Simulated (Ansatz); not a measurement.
**One shape, several levels: O2F (SMILES [O]OF)**

We compute a comparison of 6 runs (U-revPBE/STO-3G, UB3LYP/STO-3G, UBLYP/STO-3G, UPBE0/STO-3G, RPA@PBE/STO-3G, UMP2/STO-3G) of O2F. 

The results are computed with Ansatz 0.2.0.

38 further runs of the same task are left out: 11 that didn't finish, 27 set aside as unsound or not needed.

## 1. The system as given

O2F has 3 atoms, charge 0, and is taken as a doublet. SMILES: `[O]OF`. The O2–O1 distance was set to 2.953 Å, away from the relaxed value. At this shape a bond of the SMILES string is far longer than usual.

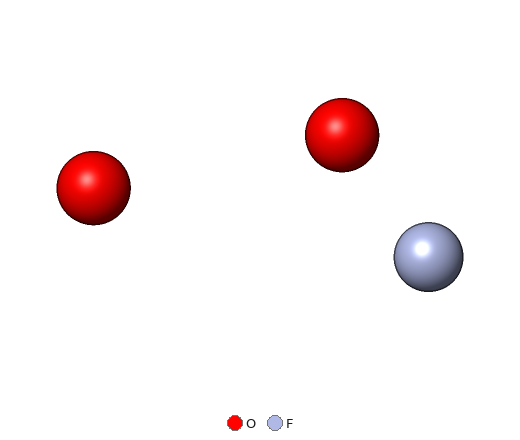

The structure, seen from a chosen angle (oxygen red, fluorine light blue).

## 2. The energy at U-revPBE/STO-3G (run 1)

Input file molecule.yaml:

```yaml
crystal:
  periodic: [false, false, false]
  atoms:
    - {symbol: O, position_ang: [2.133566, -1.485377, 1.013692]}
    - {symbol: O, position_ang: [0.133270, 0.497870, 0.127930]}
    - {symbol: F, position_ang: [-1.066650, -0.202430, -0.610160]}
basis:
  gaussian:
    orbitals: STO-3G
magnetization:
  spin_polarized: true
  initial_magnetization: 1
hamiltonian:
  xc: {name: revPBE}
accuracy: high
```

Command:

```bash
$ ansatz run molecule.yaml --threads 1 --pin off --max-ram 3480MiB --events-out events.jsonl --progress --plain --runs-dir runs
```

The program printed:

```text
Warning: RAYON_NUM_THREADS=1 ignored (pool sized by the plan → 1); use --threads N
Functional definition: revPBE
  name "revPBE"
  parameter kappa = 1.245
  parameter beta = 0.06672455060314922
  exchange = pbe_x(kappa = kappa, mu = beta*pi^2/3)
  correlation = pbe_c(beta = beta)
229 factors; integrals over basis functions are off by at most 4.2e-8 eV
mean field evaluation 1: about -6647.6834 eV, gradient 3.2e1 eV
mean field evaluation 2: about -6564.2381 eV, gradient 4.9e0 eV
mean field evaluation 4: about -6625.9138 eV, gradient 4.9e1 eV
mean field evaluation 8: about -6702.1131 eV, gradient 3.5e0 eV
mean field evaluation 16: about -6704.2774 eV, gradient 7.6e-2 eV
mean field evaluation 32: about -6704.2562 eV, gradient 1.6e-2 eV
mean field evaluation 64: about -6705.1042 eV, gradient 3.2e-4 eV
mean field evaluation 96: about -6705.1017 eV, gradient 4.2e-2 eV
mean field evaluation 128: about -6705.1019 eV, gradient 3.8e-3 eV
mean field evaluation 160: about -6705.0966 eV, gradient 4.0e-9 eV
mean field evaluation 192: about -6705.1013 eV, gradient 9.7e-2 eV
mean field evaluation 224: about -6705.1036 eV, gradient 1.5e-2 eV
mean field evaluation 256: about -6705.1042 eV, gradient 2.3e-2 eV
mean field evaluation 288: about -6705.1021 eV, gradient 1.1e-1 eV
mean field -6705.10423156 eV, -246.4080356270 hartree, gradient 2.7e-8 eV, S^2 1.752316; 14 other end points of the search recorded, 0 dependent functions left out
reference -6705.10423253 eV, -246.4080356627 hartree; 13, 12 occupied and 2, 3 virtual orbitals, 229 factors
Total energy: -6705.10423253 eV, -246.4080356627 hartree
```

Run time: 39 s. Hardware: 1 thread of Arm Neoverse V1, shared host; peak memory 0.1 GiB.

## 3. The energy at UB3LYP/STO-3G (run 2)

Input file job.yaml:

```yaml
crystal:
  periodic: [false, false, false]
  atoms:
    - {symbol: O, position_ang: [2.133566, -1.485377, 1.013692]}
    - {symbol: O, position_ang: [0.133270, 0.497870, 0.127930]}
    - {symbol: F, position_ang: [-1.066650, -0.202430, -0.610160]}
basis:
  gaussian:
    orbitals: STO-3G
accuracy: high
hamiltonian:
  xc: {name: B3LYP}
magnetization:
  spin_polarized: true
  initial_magnetization: 1
```

Command:

```bash
$ ansatz run job.yaml --threads 1 --pin off --max-ram 3480MiB --events-out events.jsonl --progress --plain --runs-dir runs
```

The program printed, cut to the lines that bear on the results:

```text
Warning: RAYON_NUM_THREADS=1 ignored (pool sized by the plan → 1); use --threads N
Functional definition: B3LYP
  name "B3LYP"
[...]
229 factors; integrals over basis functions are off by at most 4.2e-8 eV
[...]
mean field -6706.07111144 eV, -246.4435678071 hartree, gradient 5.3e-8 eV, S^2 1.762518; 6 other end points of the search recorded, 0 dependent functions left out
reference -6706.07112828 eV, -246.4435684259 hartree; 13, 12 occupied and 2, 3 virtual orbitals, 229 factors
Total energy: -6706.07112828 eV, -246.4435684259 hartree
```

Run time: 22 s. Hardware: 1 thread of Arm Neoverse V1, shared host; peak memory 0.1 GiB.

Run 3 isn't shown in full; the table further down has it.

## 4. The energy at UPBE0/STO-3G (run 4)

Input file run.yaml:

```yaml
crystal:
  periodic: [false, false, false]
  atoms:
    - {symbol: O, position_ang: [2.133566, -1.485377, 1.013692]}
    - {symbol: O, position_ang: [0.133270, 0.497870, 0.127930]}
    - {symbol: F, position_ang: [-1.066650, -0.202430, -0.610160]}
basis:
  gaussian: {orbitals: STO-3G}
magnetization: {spin_polarized: true, initial_magnetization: 1}
hamiltonian: {xc: {name: PBE0}}
accuracy: high
```

Command:

```bash
$ ansatz run run.yaml --threads 1 --pin off --max-ram 3480MiB --events-out events.jsonl --progress --plain --runs-dir runs
```

The program printed, cut to the lines that bear on the results:

```text
Warning: RAYON_NUM_THREADS=1 ignored (pool sized by the plan → 1); use --threads N
Functional definition: PBE0
  name "PBE0"
[...]
229 factors; integrals over basis functions are off by at most 4.2e-8 eV
[...]
mean field -6700.77685412 eV, -246.2490074392 hartree, gradient 2.9e-9 eV, S^2 1.772153; 6 other end points of the search recorded, 0 dependent functions left out
reference -6700.77685470 eV, -246.2490074607 hartree; 13, 12 occupied and 2, 3 virtual orbitals, 229 factors
Total energy: -6700.77685470 eV, -246.2490074607 hartree
```

Wall time 21 s (1 thread of Arm Neoverse V1, shared host); peak memory 0.11 GiB.

Run 5 isn't shown in full; the table further down has it.

## 5. The energy at UMP2/STO-3G (run 6)

run.yaml: that of step 4 with these lines changed.

```diff
@@ -7,5 +7,10 @@
 basis:
-  gaussian: {orbitals: STO-3G}
-magnetization: {spin_polarized: true, initial_magnetization: 1}
-hamiltonian: {xc: {name: PBE0}}
+  gaussian:
+    orbitals: STO-3G
+magnetization:
+  spin_polarized: true
+  initial_magnetization: 1
+correlation:
+  method: mp2
+  frozen_orbitals: {F: 1, O: 1}
 accuracy: high
```

Command:

```bash
$ ansatz run run.yaml --threads 1 --pin off --max-ram 3480MiB --events-out events.jsonl --progress --plain --runs-dir runs
```

The program printed, cut to the lines that bear on the results:

```text
Warning: RAYON_NUM_THREADS=1 ignored (pool sized by the plan → 1); use --threads N
Functional definition: HF
  name "HF"
[...]
229 factors; integrals over basis functions are off by at most 4.2e-8 eV
[...]
mean field -6682.96306969 eV, -245.5943629360 hartree, gradient 1.3e-8 eV, S^2 2.338415; 22 other end points of the search recorded, 0 dependent functions left out
3 core orbitals not correlated: weight in the atoms' cores, before any rotation towards them, 1.000 or more for the frozen orbitals, at most 0.000 for the correlated occupied ones
reference -6682.96306969 eV, -245.5943629360 hartree; 10, 9 occupied and 2, 3 virtual orbitals, 229 factors
second order -0.28630428 eV of doubles, -0.00000000 eV of singles
Total energy: -6683.24937397 eV, -245.6048844244 hartree
```

Wall time 1 s (1 thread of Arm Neoverse V1, shared host).

## 6. The series

```
run            level  frozen core orbitals  energy (Eh)   ⟨S²⟩  wall time
  1  U-revPBE/STO-3G                     –  -246.408036  1.752       39 s
  2    UB3LYP/STO-3G                     –  -246.443568  1.763       22 s
  3     UBLYP/STO-3G                     –  -246.388969  1.751       48 s
  4     UPBE0/STO-3G                     –  -246.249007  1.772       21 s
  5   RPA@PBE/STO-3G                     3  -245.734489  1.752       64 s
  6      UMP2/STO-3G                     3  -245.604884  2.338        1 s
```

## 7. What came out

```
                                          quantity          value
                               run 6: total energy  -245.60488 Eh
run 6: correlation energy (3 core orbitals frozen)      -10.5 mEh
          run 6: ⟨S²⟩ of the reference determinant          2.338
```

In words: Totals of different functionals can't be ranked against each other. In runs 1, 2, 3, 4, 5, 6 the basis is minimal, so the values are rough. Spin contamination of the reference: run 6 ⟨S²⟩ = 2.34, run 4 ⟨S²⟩ = 1.77, run 2 ⟨S²⟩ = 1.76, run 1 ⟨S²⟩ = 1.75, run 5 ⟨S²⟩ = 1.75, run 3 ⟨S²⟩ = 1.75. Where it is this large, the reference is a mixture of spin states, and values that rest on it are in doubt. All runs together took 3.2 min, the longest 64 s.
